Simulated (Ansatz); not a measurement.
Run report: CH5AlN2O, nudged elastic band (part 2 of 2)

The same run, continued: CH5AlN2O; RHF/6-31G* (Ansatz 0.2.0). It belongs to a series of runs on one base structure; here: band between the two ends.

Geometry of the input (Å):
```
O  0.9374  -0.1669  -2.5508
Al 0.3840  -0.0755  -0.9661
N  0.9148  -0.5101  0.6577
C  -0.3288  0.0221  1.2242
N  -0.9917  0.4758  -0.0042
H  0.5103  0.1073  -3.3452
H  1.5493  -0.9855  1.2531
H  -0.9047  -0.7439  1.7431
H  -0.1474  0.8423  1.9187
H  -1.8400  0.9836  0.0725
```

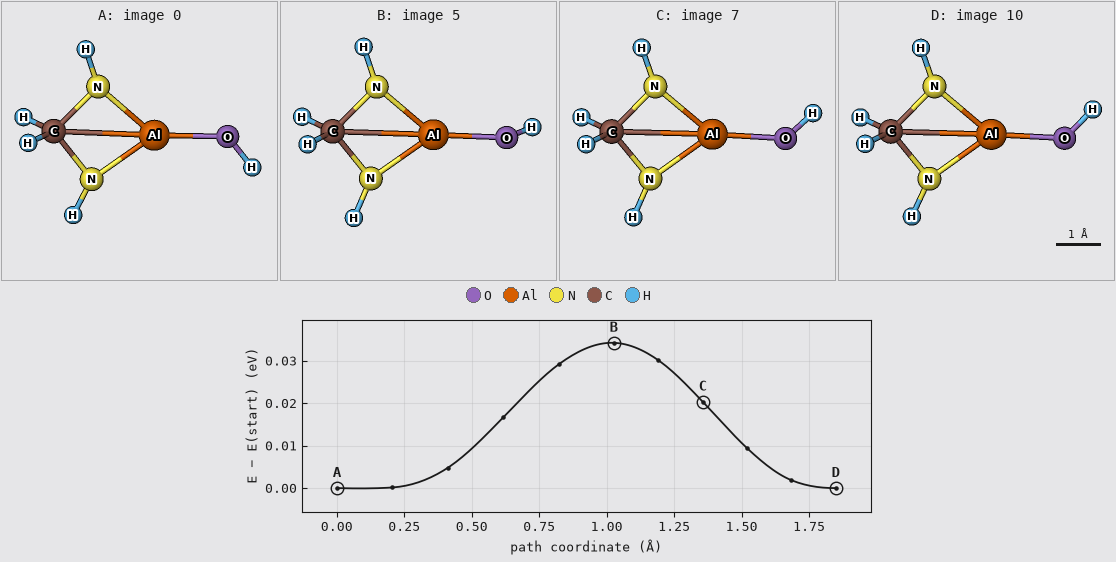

Fig. 1: Images of the last band (counted from 0; ball-and-stick, seen at a tilt) above the energy along the path; the line is a cubic interpolation that uses the forces. The highest image is number 5, 0.034 eV above the start and 0.034 eV above the end (the climbing image); start and end have the same energy. The path is 1.85 Å long. The band converged in 28 iterations.

```
Total energy: -12694.26321277 eV, -466.5055685885 hartree
Atom 0 at     0.550986    -0.308272    -2.644723 Å, force    -0.000462     0.000280     0.000303 eV/Å
Atom 1 at     0.198031    -0.149678    -1.009898 Å, force     0.008001     0.015536     0.000775 eV/Å
Atom 2 at     0.828535    -0.607952     0.574271 Å, force    -0.007249    -0.006535     0.001064 eV/Å
Atom 3 at    -0.302362     0.052094     1.234386 Å, force     0.024276     0.029277     0.002770 eV/Å
Atom 4 at    -1.013863     0.564921     0.059210 Å, force    -0.014613    -0.024132    -0.006646 eV/Å
Atom 5 at     1.066744     0.220046    -3.229413 Å, force    -0.000191    -0.002023    -0.003039 eV/Å
Atom 6 at     1.567480    -0.965309     1.131009 Å, force    -0.006094    -0.008882     0.001835 eV/Å
Atom 7 at    -0.908855    -0.645148     1.811826 Å, force     0.000234    -0.003342    -0.004859 eV/Å
Atom 8 at     0.022721     0.852806     1.898445 Å, force    -0.002391    -0.001096     0.005790 eV/Å
Atom 9 at    -1.926317     0.935492     0.177887 Å, force    -0.001510     0.000916     0.002006 eV/Å
Dipole moment:     0.153028     0.197041    -0.054182 e Å
this run last wrote the band of iteration 28 to [file]; this run last wrote the band within `neb.f_tol` of iteration 27 to [file]
```

### The last band as extended XYZ (Å, eV, eV/Å)
```
10
Properties=species:S:1:pos:R:3:forces:R:3 image=0 energy=-12694.29744
O     0.9374   -0.1669   -2.5508    0.0015  -0.0008  -0.0064
Al    0.3840   -0.0755   -0.9661    0.0003  -0.0004   0.0003
N     0.9148   -0.5101    0.6577   -0.0008  -0.0001   0.0024
C    -0.3288    0.0221    1.2242   -0.0017   0.0009   0.0016
N    -0.9917    0.4758   -0.0042   -0.0010   0.0007   0.0018
H     0.5103    0.1073   -3.3452    0.0003   0.0004   0.0020
H     1.5493   -0.9855    1.2531    0.0004   0.0003  -0.0005
H    -0.9047   -0.7439    1.7431    0.0005   0.0014  -0.0009
H    -0.1474    0.8423    1.9187    0.0007  -0.0017  -0.0006
H    -1.8400    0.9836    0.0725   -0.0002  -0.0009   0.0002
10
Properties=species:S:1:pos:R:3:forces:R:3 image=1 energy=-12694.29730
O     0.9200   -0.2008   -2.5541    0.0024   0.0001  -0.0016
Al    0.3738   -0.0932   -0.9679   -0.0003  -0.0037   0.0048
N     0.8713   -0.5922    0.6487    0.0063   0.0054  -0.0035
C    -0.3263    0.0278    1.2253   -0.0070  -0.0028  -0.0015
N    -0.9540    0.5501    0.0054    0.0000  -0.0015  -0.0009
H     0.5338    0.1464   -3.3407   -0.0021   0.0008   0.0007
H     1.5812   -0.9218    1.2578   -0.0025  -0.0013   0.0005
H    -0.9614   -0.6973    1.7336    0.0008   0.0000   0.0016
H    -0.0790    0.8198    1.9318    0.0004   0.0005  -0.0015
H    -1.8764    0.9102    0.0631    0.0021   0.0026   0.0013
10
Properties=species:S:1:pos:R:3:forces:R:3 image=2 energy=-12694.29265
O     0.8562   -0.2797   -2.5668    0.0194   0.0084   0.0041
Al    0.3294   -0.1404   -0.9770    0.0064   0.0083   0.0038
N     0.8509   -0.6172    0.6387    0.0003   0.0000   0.0056
C    -0.3191    0.0424    1.2278    0.0006  -0.0046  -0.0009
N    -0.9644    0.5510    0.0112    0.0048  -0.0019  -0.0079
H     0.6405    0.2398   -3.3228   -0.0309  -0.0101  -0.0054
H     1.5766   -0.9307    1.2376   -0.0003  -0.0007   0.0056
H    -0.9576   -0.6548    1.7696   -0.0049  -0.0018  -0.0055
H    -0.0360    0.8454    1.9081   -0.0030  -0.0034   0.0035
H    -1.8934    0.8933    0.0765    0.0077   0.0058  -0.0030
10
Properties=species:S:1:pos:R:3:forces:R:3 image=3 energy=-12694.28074
O     0.7619   -0.3354   -2.5886    0.0313  -0.0006   0.0070
Al    0.2782   -0.1649   -0.9888    0.0156   0.0124   0.0052
N     0.8395   -0.6198    0.6197   -0.0077  -0.0119   0.0108
C    -0.3115    0.0520    1.2305    0.0072   0.0083   0.0018
N    -0.9829    0.5507    0.0244    0.0055  -0.0041  -0.0120
H     0.7814    0.2847   -3.2974   -0.0496   0.0010  -0.0132
H     1.5687   -0.9515    1.2044    0.0005  -0.0018   0.0095
H    -0.9403   -0.6350    1.7963   -0.0066  -0.0018  -0.0082
H    -0.0070    0.8612    1.8941   -0.0044  -0.0046   0.0061
H    -1.9051    0.9068    0.1085    0.0082   0.0031  -0.0070
10
Properties=species:S:1:pos:R:3:forces:R:3 image=4 energy=-12694.26822
O     0.6549   -0.3501   -2.6169    0.0156   0.0031   0.0107
Al    0.2317   -0.1676   -1.0007    0.0148  -0.0036   0.0047
N     0.8315   -0.6167    0.5963   -0.0039  -0.0013   0.0106
C    -0.3048    0.0565    1.2323   -0.0008  -0.0007   0.0018
N    -1.0010    0.5554    0.0409    0.0086  -0.0042  -0.0096
H     0.9306    0.2817   -3.2588   -0.0331   0.0070  -0.0201
H     1.5673   -0.9603    1.1656   -0.0012  -0.0034   0.0091
H    -0.9219   -0.6305    1.8106   -0.0043   0.0009  -0.0025
H     0.0145    0.8649    1.8899   -0.0026  -0.0015   0.0018
H    -1.9197    0.9157    0.1438    0.0069   0.0037  -0.0065
10
Properties=species:S:1:pos:R:3:forces:R:3 image=5 energy=-12694.26321
O     0.5510   -0.3083   -2.6447   -0.0005   0.0003   0.0003
Al    0.1980   -0.1497   -1.0099    0.0080   0.0155   0.0008
N     0.8285   -0.6080    0.5743   -0.0072  -0.0065   0.0011
C    -0.3024    0.0521    1.2344    0.0243   0.0293   0.0028
N    -1.0139    0.5649    0.0592   -0.0146  -0.0241  -0.0066
H     1.0667    0.2200   -3.2294   -0.0002  -0.0020  -0.0030
H     1.5675   -0.9653    1.1310   -0.0061  -0.0089   0.0018
H    -0.9089   -0.6451    1.8118    0.0002  -0.0033  -0.0049
H     0.0227    0.8528    1.8984   -0.0024  -0.0011   0.0058
H    -1.9263    0.9355    0.1779   -0.0015   0.0009   0.0020
10
Properties=species:S:1:pos:R:3:forces:R:3 image=6 energy=-12694.26732
O     0.4925   -0.2480   -2.6600   -0.0261   0.0096  -0.0178
Al    0.1783   -0.1245   -1.0157   -0.0049   0.0090   0.0057
N     0.8307   -0.5910    0.5579    0.0042   0.0147   0.0012
C    -0.2999    0.0526    1.2355    0.0028  -0.0052   0.0004
N    -1.0329    0.5594    0.0717   -0.0037  -0.0086  -0.0068
H     1.1542    0.1284   -3.2139    0.0271  -0.0170   0.0127
H     1.5632   -0.9733    1.1064   -0.0009  -0.0019  -0.0041
H    -0.8896   -0.6554    1.8172    0.0046  -0.0063   0.0023
H     0.0230    0.8546    1.8993   -0.0032   0.0003   0.0002
H    -1.9363    0.9462    0.2047    0.0001   0.0055   0.0063
10
Properties=species:S:1:pos:R:3:forces:R:3 image=7 energy=-12694.27710
O     0.4666   -0.1645   -2.6725   -0.0196   0.0294  -0.0040
Al    0.1683   -0.0932   -1.0212   -0.0095   0.0131  -0.0077
N     0.8356   -0.5682    0.5440    0.0076   0.0120  -0.0018
C    -0.3058    0.0440    1.2331   -0.0011  -0.0027   0.0028
N    -1.0536    0.5472    0.0776   -0.0106  -0.0063  -0.0045
H     1.2332    0.0389   -3.1801    0.0293  -0.0398   0.0111
H     1.5567   -0.9793    1.0867    0.0022  -0.0010  -0.0086
H    -0.8775   -0.6825    1.8099    0.0082  -0.0104   0.0009
H     0.0028    0.8458    1.9039   -0.0052   0.0004   0.0010
H    -1.9431    0.9609    0.2216   -0.0014   0.0053   0.0107
10
Properties=species:S:1:pos:R:3:forces:R:3 image=8 energy=-12694.28803
O     0.4619   -0.0854   -2.6776   -0.0097   0.0290  -0.0090
Al    0.1618   -0.0580   -1.0251   -0.0030   0.0166  -0.0002
N     0.8448   -0.5371    0.5323    0.0064   0.0088  -0.0056
C    -0.3104    0.0381    1.2310    0.0045   0.0024   0.0016
N    -1.0758    0.5320    0.0827   -0.0087  -0.0102   0.0038
H     1.2724   -0.0746   -3.1573    0.0163  -0.0411   0.0117
H     1.5574   -0.9728    1.0670    0.0003   0.0003  -0.0081
H    -0.8593   -0.7091    1.8035    0.0038  -0.0080  -0.0039
H    -0.0205    0.8419    1.9078   -0.0087  -0.0021   0.0018
H    -1.9493    0.9741    0.2386   -0.0013   0.0044   0.0080
10
Properties=species:S:1:pos:R:3:forces:R:3 image=9 energy=-12694.29558
O     0.4783   -0.0098   -2.6764   -0.0093   0.0158  -0.0144
Al    0.1651   -0.0151   -1.0259    0.0055   0.0084   0.0079
N     0.8600   -0.4972    0.5257    0.0017   0.0036  -0.0062
C    -0.3152    0.0302    1.2291    0.0027  -0.0036   0.0002
N    -1.0948    0.5160    0.0863   -0.0052  -0.0029   0.0025
H     1.2780   -0.1830   -3.1437    0.0076  -0.0226   0.0104
H     1.5475   -0.9860    1.0472    0.0001   0.0028  -0.0026
H    -0.8407   -0.7434    1.7885    0.0026  -0.0047  -0.0027
H    -0.0540    0.8327    1.9188   -0.0062  -0.0006   0.0019
H    -1.9411    1.0047    0.2535    0.0005   0.0038   0.0030
10
Properties=species:S:1:pos:R:3:forces:R:3 image=10 energy=-12694.29745
O     0.5044    0.0558   -2.6742    0.0005   0.0004  -0.0018
Al    0.1774    0.0300   -1.0253   -0.0038  -0.0001   0.0106
N     0.8515   -0.5064    0.5169   -0.0023   0.0009  -0.0002
C    -0.3204    0.0198    1.2265    0.0016   0.0006  -0.0073
N    -1.0814    0.5531    0.0920    0.0047  -0.0022  -0.0024
H     1.2544   -0.2821   -3.1347    0.0004   0.0000  -0.0003
H     1.5722   -0.9400    1.0421   -0.0010   0.0007  -0.0011
H    -0.8648   -0.7615    1.7563   -0.0012  -0.0027   0.0011
H    -0.0522    0.7956    1.9433    0.0015   0.0022   0.0014
H    -1.9580    0.9847    0.2600   -0.0004   0.0002   0.0002
```
